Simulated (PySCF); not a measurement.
```yaml
atoms:
  - { symbol: Hf, position_ang: [0.0000, 0.0000, -0.3853] }
  - { symbol: F, position_ang: [1.3919, 0.0000, 0.7530] }
  - { symbol: F, position_ang: [-1.3919, 0.0000, 0.7530] }
```

Core potentials replace the inner electrons of Hf.

The calculation used RKS PBE0, Hf def2-SVP with ECP60, F def2-SVP; non-relativistic Hamiltonian with scalar-relativistic core potentials where named; density fitting (PySCF).

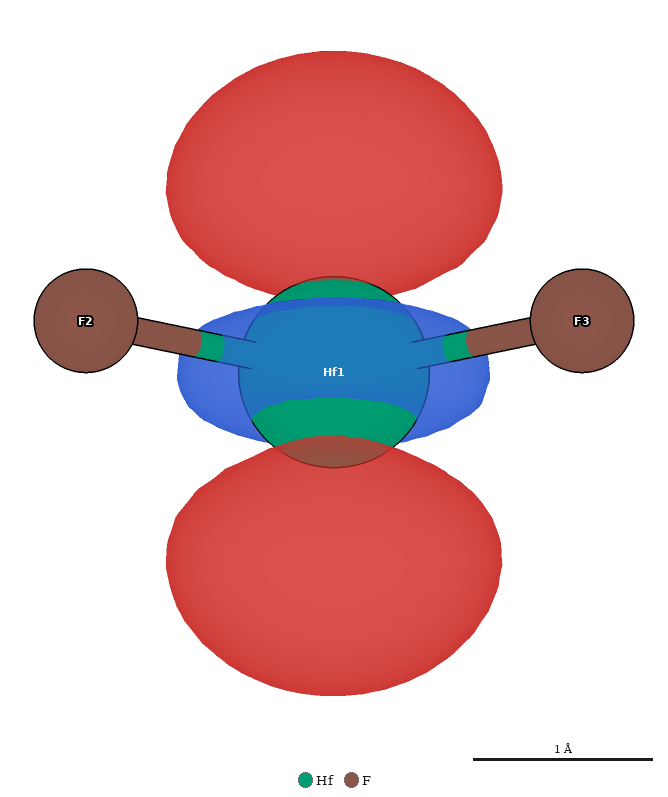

F₂Hf (charge +2). One frontier orbital at ±0.2 Å⁻³ᐟ² (red and blue are the two phases), seen from one side.

**Which orbital is it: HOMO or LUMO?**

The LUMO, at −17.14 eV. By Hirshfeld shares it lies mainly on Hf1 (about 95 %).
